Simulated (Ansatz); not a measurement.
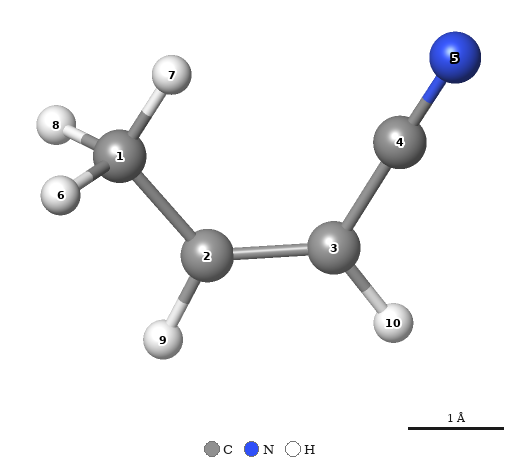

C4H5N, before the relaxation. Style: ball-and-stick. Shown at a tilt.

The start comes from GFN2-xTB.

Method: RKS PBE0-D4/def2-TZVP (Ansatz).

Input
```yaml
crystal:
  periodic: [false, false, false]
  atoms:
    - {symbol: C, position_ang: [-0.924380, -0.808350, 0.414590]}
    - {symbol: C, position_ang: [0.397360, -0.180560, 0.673080]}
    - {symbol: C, position_ang: [1.002330, 0.684860, -0.141650]}
    - {symbol: C, position_ang: [0.447460, 1.109820, -1.364190]}
    - {symbol: N, position_ang: [0.006730, 1.470800, -2.360140]}
    - {symbol: H, position_ang: [-1.620480, -0.547590, 1.212150]}
    - {symbol: H, position_ang: [-1.336560, -0.484370, -0.538030]}
    - {symbol: H, position_ang: [-0.825800, -1.894210, 0.412580]}
    - {symbol: H, position_ang: [0.885210, -0.462270, 1.597430]}
    - {symbol: H, position_ang: [1.968120, 1.111870, 0.094190]}
basis:
  gaussian: {orbitals: def2-TZVP}
hamiltonian: {xc: pbe0, dispersion: d4}
relax: {f_tol: 0.005, max_steps: 150}
```

Run as
```bash
ansatz run in.yaml --threads 2 --pin off --events-out ev --progress --plain --max-ram 20480MiB --backend cuda --devices 0, --max-vram 18GiB
```

Question: Where does the relaxation end?

Answer: The largest move after the best rigid fit is that of H7, 0.029 Å. Largest moves by element: H 0.029 Å, N 0.023 Å, C 0.017 Å. Among the contacts that change: C3–C4 1.408 → 1.422 Å, C4–N5 1.147 → 1.153 Å, C1–H6 1.090 → 1.094 Å, C2–H9 1.082 → 1.087 Å. Bond angles that change, for instance: C3–C2–H9 119.1° → 117.1°. After 5 geometry steps the energy has fallen by 0.012 eV. Largest force component: 0.6 eV/Å at the start, 0.0038 eV/Å at the end. The run took about 10 s of wall time on a shared GPU.

The structure at the end:

```xyz
10

C    -0.9269   -0.8100    0.4176
C     0.3908   -0.1782    0.6656
C     1.0086    0.6877   -0.1409
C     0.4540    1.1199   -1.3767
N     0.0148    1.4777   -2.3805
H    -1.6233   -0.5648    1.2255
H    -1.3629   -0.4912   -0.5294
H    -0.8301   -1.9000    0.4113
H     0.8996   -0.4443    1.5881
H     1.9753    1.1032    0.1193
```
